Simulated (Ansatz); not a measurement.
# NS (doublet): one geometry, many settings at distance N1–S2 = 2.400 Å

What do other methods and options give for NS (doublet) at this geometry, and how long do they take?

The runs use Ansatz 0.2.0, Gaussian basis; the settings change from run to run.

35 further runs of the same task are left out: 1 for a mislabelled method, 11 for a known fault of the program, 19 that didn't finish, 4 set aside as unsound or not needed.

## Step 1: The geometry

The geometry derives from a PBE0/def2-TZVP stationary point (not a proven minimum). One bond is set to the value named and the two fragments are kept rigid.

2 atoms, charge 0, spin multiplicity 2.

Atoms are counted from 1 here; the program's logs count them from 0.

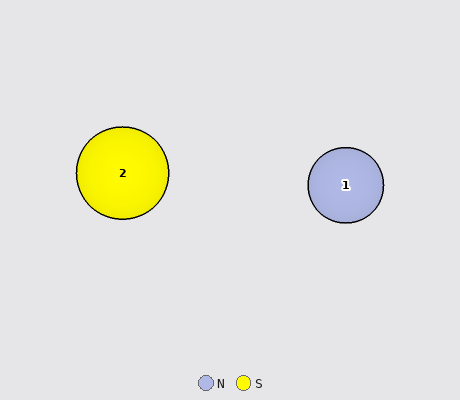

The geometry (nitrogen light blue, sulfur yellow); atoms are numbered from 1 in the order of the file.

## Step 2: CISD/6-31G

in.yaml reads:

```yaml
crystal:
  periodic: [false, false, false]
  atoms:
    - {symbol: N, position_ang: [0.000000, 0.000000, 0.000000]}
    - {symbol: S, position_ang: [0.000000, 0.000000, 2.400000]}
basis:
  gaussian: {orbitals: 6-31G, fitting: {mean_field: def2-universal-jkfit}}
magnetization: {spin_polarized: false, initial_magnetization: 1}
correlation: {active_space: {ras: {orbitals: [11, 1, 10], electrons: 23, max_holes: 2, max_particles: 2}, fixed_orbitals: true}}
output: {forces: true}
```

Launch:

```console
$ ansatz run in.yaml --threads 1 --pin off --events-out ev --progress --plain --max-ram 2393MiB
```

Standard output:

```text
Functional definition: HF
  name "HF"
  cite "Fock, Z. Phys. 61, 126 (1930) doi:10.1007/BF01340294"
  parent pbe
  exchange = exact_x
  correlation = 0
205 factors; integrals over basis functions are off by at most 2.5e-3 eV
mean field evaluation 1: about -12284.8943 eV, gradient 3.0e1 eV
mean field evaluation 2: about -12242.9364 eV, gradient 1.2e2 eV
mean field evaluation 4: about -12289.1209 eV, gradient 9.1e0 eV
mean field evaluation 8: about -12290.3555 eV, gradient 4.1e0 eV
mean field evaluation 16: about -12290.0692 eV, gradient 3.2e-1 eV
mean field evaluation 32: about -12290.5257 eV, gradient 7.4e-1 eV
mean field evaluation 64: about -12290.4561 eV, gradient 1.2e0 eV
mean field evaluation 96: about -12290.0206 eV, gradient 8.8e-3 eV
mean field evaluation 128: about -12289.6848 eV, gradient 2.0e-2 eV
mean field -12290.52813173 eV, -451.6685780219 hartree, gradient 4.4e-6 eV, S^2 0.750000; 17 other end points of the search recorded, 0 dependent functions left out
reference -12290.52813173 eV, -451.6685780219 hartree; 12, 11 occupied and 10, 11 virtual orbitals, 205 factors
state -12295.92875882 eV, -451.8670474067 hartree
the calculation of the forces begins
Total energy: -12295.92875882 eV, -451.8670474067 hartree
Atom 0 at     0.000000     0.000000     0.000000 Å, force    -0.000000    -0.000000     1.736236 eV/Å
Atom 1 at     0.000000     0.000000     2.400000 Å, force     0.000000     0.000000    -1.736236 eV/Å
Dipole moment:    -0.000000    -0.000000    -0.011142 e Å
```

Run time: 3.3 s. Hardware: 1 thread of AMD EPYC 9R45, shared host.

From the report: 9,118 determinants.

## Step 3: CASSCF(9,7)/6-31G

in.yaml reads:

```yaml
crystal:
  periodic: [false, false, false]
  atoms:
    - {symbol: N, position_ang: [0.000000, 0.000000, 0.000000]}
    - {symbol: S, position_ang: [0.000000, 0.000000, 2.400000]}
basis:
  gaussian: {orbitals: 6-31G}
magnetization: {spin_polarized: false, initial_magnetization: 1}
correlation: {active_space: {window: {electrons: 9, orbitals: 7}}}
accuracy: high
scf: {lower_state_search: off}
```

Launched as before.

Standard output, shortened:

```text
Functional definition: HF
  name "HF"
  cite "Fock, Z. Phys. 61, 126 (1930) doi:10.1007/BF01340294"
  parent pbe
[...]
448 factors; integrals over basis functions are off by at most 3.1e-9 eV
[...]
mean field -12290.52961354 eV, -451.6686324773 hartree, gradient 1.9e-8 eV, S^2 0.750000; 0 other end points of the search recorded, 0 dependent functions left out
reference -12290.52961354 eV, -451.6686324773 hartree; 12, 11 occupied and 10, 11 virtual orbitals, 448 factors
state -12295.82831800 eV, -451.8633562748 hartree
Total energy: -12295.82831800 eV, -451.8633562748 hartree
Checks for a lower state left out: stability, starts, cluster_reference, orbital_swaps, neighbouring_geometries, increment
```

It took 0.24 s on 1 thread of AMD EPYC 9R45, shared host.

From the report: 735 determinants; active occupations 2.00, 2.00, 1.60, 1.25, 1.00, 0.76, 0.40.

## Step 4: CCSD(T) on UHF/6-31G

in.yaml reads:

```yaml
crystal:
  periodic: [false, false, false]
  atoms:
    - {symbol: N, position_ang: [0.000000, 0.000000, 0.000000]}
    - {symbol: S, position_ang: [0.000000, 0.000000, 2.400000]}
basis:
  gaussian: {orbitals: 6-31G}
magnetization: {spin_polarized: true, initial_magnetization: 1}
hamiltonian: {pseudopotentials: {relativity: none}}
correlation: {method: ccsd_t, electrons: outside_noble_gas, diis_vectors: 1}
```

Launched as before.

Standard output, shortened:

```text
Functional definition: HF
  name "HF"
  cite "Fock, Z. Phys. 61, 126 (1930) doi:10.1007/BF01340294"
  parent pbe
[...]
272 factors; integrals over basis functions are off by at most 1.9e-4 eV
[...]
mean field -12295.45817409 eV, -451.8497537371 hartree, gradient 1.3e-6 eV, S^2 2.567334; 29 other end points of the search recorded, 0 dependent functions left out
determinant -12295.45817409 eV, -451.8497537371 hartree, with singles and doubles -12297.42536123 eV, -451.9220465311 hartree
determinant -12294.62868018 eV, -451.8192703981 hartree, with singles and doubles -12296.35545061 eV, -451.8827280407 hartree
determinant -12293.62359307 eV, -451.7823341281 hartree, with singles and doubles -12296.60553191 eV, -451.8919183590 hartree
determinant -12293.52386916 eV, -451.7786693420 hartree, with singles and doubles -12296.50329397 eV, -451.8881611840 hartree
[...]
determinant -12292.00997210 eV, -451.7230346511 hartree, with singles and doubles -12295.02474321 eV, -451.8338254459 hartree
determinant -12290.55220704 eV, -451.6694627733 hartree, with singles and doubles -12293.64461162 eV, -451.7831065453 hartree
determinant -12292.98838212 eV, -451.7589905562 hartree, with singles and doubles -12297.46941676 eV, -451.9236655419 hartree
6 core orbitals not correlated: weight in the atoms' cores, before any rotation towards them, 1.000 or more for the frozen orbitals, at most 0.000 for the correlated occupied ones
reference -12295.45817409 eV, -451.8497537371 hartree; 6, 5 occupied and 10, 11 virtual orbitals, 272 factors
second order -1.39474887 eV of doubles, -0.00000000 eV of singles
cycle   1  -1.96836462 eV  change   -1.2e-3 eV  update   7.4e-3
[...]
cycle  77  -2.03595512 eV  change    1.3e-5 eV  update   5.0e-6
perturbative correction -0.06799414 eV, -0.0024987386 hartree
Total energy: -12297.56212335 eV, -451.9270724462 hartree
```

Wall time 0.99 s (1 thread of AMD EPYC 9R45, shared host).

From the report: ⟨S²⟩ of the determinant 2.567 (pure doublet: 0.75); correlation -2.1039 eV; T1 0.048; largest double amplitude 0.21. The determinant is far from a pure spin state, so its energy mixes those of several spin states (harmless only where they are near-degenerate, as at dissociation).

## Step 5: BCCD(T) on ROHF/6-31G*

in.yaml reads:

```yaml
crystal:
  periodic: [false, false, false]
  atoms:
    - {symbol: N, position_ang: [0.000000, 0.000000, 0.000000]}
    - {symbol: S, position_ang: [0.000000, 0.000000, 2.400000]}
basis:
  gaussian: {orbitals: "6-31G*"}
magnetization: {spin_polarized: false, initial_magnetization: 1}
correlation: {method: bccd_t, electrons: outside_noble_gas, diis_vectors: 4}
```

Launched as before.

Standard output, shortened:

```text
Functional definition: HF
  name "HF"
  cite "Fock, Z. Phys. 61, 126 (1930) doi:10.1007/BF01340294"
  parent pbe
[...]
303 factors; integrals over basis functions are off by at most 2.9e-4 eV
[...]
mean field -12290.67300533 eV, -451.6739020283 hartree, gradient 2.7e-6 eV, S^2 0.750000; 27 other end points of the search recorded, 0 dependent functions left out
[...]
determinant -12290.67300533 eV, -451.6739020283 hartree, with singles and doubles -12296.79817380 eV, -451.8989978179 hartree
determinant -12290.52377950 eV, -451.6684180803 hartree, with singles and doubles -12298.37505804 eV, -451.9569472449 hartree
determinant -12290.27819227 eV, -451.6593929161 hartree, with singles and doubles -12297.95209368 eV, -451.9414035914 hartree
determinant -12290.13918329 eV, -451.6542844305 hartree, with singles and doubles -12296.21225482 eV, -451.8774656927 hartree
[...]
determinant -12289.13862890 eV, -451.6175147346 hartree, with singles and doubles -12300.64858571 eV, -452.0404978458 hartree
determinant -12286.83931909 eV, -451.5330166577 hartree, with singles and doubles -12297.73270836 eV, -451.9333413296 hartree
[...]
unrestricted determinant -12295.63963317 eV, -451.8564222352 hartree, S^2 2.5668
6 core orbitals not correlated: weight in the atoms' cores, before any rotation towards them, 1.000 or more for the frozen orbitals, at most 0.000 for the correlated occupied ones
reference -12289.13862890 eV, -451.6175147346 hartree; 6, 5 occupied and 22, 23 virtual orbitals, 303 factors
second order -11.11234986 eV of doubles, -0.09755153 eV of singles
cycle   1  -11.95587153 eV  change   -4.5e-1 eV  update   1.2e-1
[...]
cycle  30  -11.86983047 eV  change    6.5e-6 eV  update   1.8e-6
perturbative correction -0.16560888 eV, -0.0060860142 hartree
WARN: these amplitudes may be one of several solutions (largest doubles amplitude 0.15, level shift 6.95 eV)
Total energy: -12301.17406825 eV, -452.0598089729 hartree
```

Wall time 3.9 s (1 thread of AMD EPYC 9R45, shared host).

From the report: correlation -12.0354 eV; largest double amplitude 0.15. The report flags that the cluster equations may have other roots.

## Step 6: CCSD on UHF/def2-SVPD

in.yaml reads:

```yaml
crystal:
  periodic: [false, false, false]
  atoms:
    - {symbol: N, position_ang: [0.000000, 0.000000, 0.000000]}
    - {symbol: S, position_ang: [0.000000, 0.000000, 2.400000]}
basis:
  gaussian: {orbitals: def2-SVPD}
magnetization: {spin_polarized: true, initial_magnetization: 1}
correlation: {method: ccsd, electrons: all}
output: {forces: true}
```

Launched as before.

Standard output, shortened:

```text
Functional definition: HF
  name "HF"
  cite "Fock, Z. Phys. 61, 126 (1930) doi:10.1007/BF01340294"
  parent pbe
[...]
439 factors; integrals over basis functions are off by at most 6.7e-4 eV
[...]
mean field -12291.49819734 eV, -451.7042272754 hartree, gradient 9.7e-7 eV, S^2 2.570206; 30 other end points of the search recorded, 0 dependent functions left out
determinant -12291.49819734 eV, -451.7042272754 hartree, with singles and doubles -12297.68637118 eV, -451.9316384697 hartree
determinant -12290.67273531 eV, -451.6738921053 hartree, with singles and doubles -12296.72376651 eV, -451.8962634006 hartree
determinant -12289.90002967 eV, -451.6454956970 hartree, with singles and doubles -12296.52437922 eV, -451.8889360527 hartree
determinant -12289.75429171 eV, -451.6401399258 hartree, with singles and doubles -12296.85053979 eV, -451.9009222327 hartree
[...]
determinant -12288.29443486 eV, -451.5864911759 hartree, with singles and doubles -12294.73178270 eV, -451.8230593457 hartree
determinant -12286.69984366 eV, -451.5278910304 hartree, with singles and doubles -12294.21921759 eV, -451.8042229254 hartree
determinant -12289.35778668 eV, -451.6255686345 hartree, with singles and doubles -12297.45259727 eV, -451.9230474370 hartree
reference -12291.49819734 eV, -451.7042272754 hartree; 12, 11 occupied and 35, 36 virtual orbitals, 439 factors
second order -5.08504395 eV of doubles, -0.00000000 eV of singles
cycle   1  -6.18955568 eV  change   -1.4e-3 eV  update   4.6e-3
[...]
cycle  18  -6.20865004 eV  change    5.4e-8 eV  update   3.2e-7
[...]
Total energy: -12297.70684737 eV, -451.9323909559 hartree
Atom 0 at     0.000000     0.000000     0.000000 Å, force    -0.000000     0.000000     1.223740 eV/Å
Atom 1 at     0.000000     0.000000     2.400000 Å, force     0.000000     0.000000    -1.223740 eV/Å
Dipole moment:     0.000000    -0.000000     0.004932 e Å
```

It took 15 s on 1 thread of AMD EPYC 9R45, shared host.

From the report: ⟨S²⟩ of the determinant 2.570 (pure doublet: 0.75); correlation -6.2087 eV; T1 0.025; largest double amplitude 0.09. The determinant is far from a pure spin state, so its energy mixes those of several spin states (harmless only where they are near-degenerate, as at dissociation).

## Step 7: All runs side by side

Where basis and cores are those of an earlier FCI/6-31G run (-12297.6713 eV), and the state is the same kind, the miss against it is given. † marks a result that the program doubts.

```
                   level         correlated  functions  energy (eV)  from FCI (meV)    time
              CISD/6-31G                all         22  -12295.9288                   3.3 s
       CASSCF(9,7)/6-31G                            22  -12295.8283          1842.9  0.24 s
    CCSD(T) on UHF/6-31G  outside noble gas         22  -12297.5621                  0.99 s
BCCD(T) on ROHF/6-31G* †  outside noble gas         34  -12301.1741                   3.9 s
   CCSD on UHF/def2-SVPD                all         47  -12297.7068                    15 s
```

## Step 8: What came out

| quantity | value |
| --- | --- |
| runs | 5 |
| quickest | CASSCF(9,7)/6-31G, 0.24 s |
| slowest | CCSD on UHF/def2-SVPD, 15 s |

What this shows: Total energies in different bases, with other cores or another treatment of relativity can't be set against each other. CCSD on UHF/def2-SVPD took 60 times as long as CASSCF(9,7)/6-31G; the jobs differ in more than the method. Hartree-Fock, CASSCF and CASCI lack dynamic correlation by design.
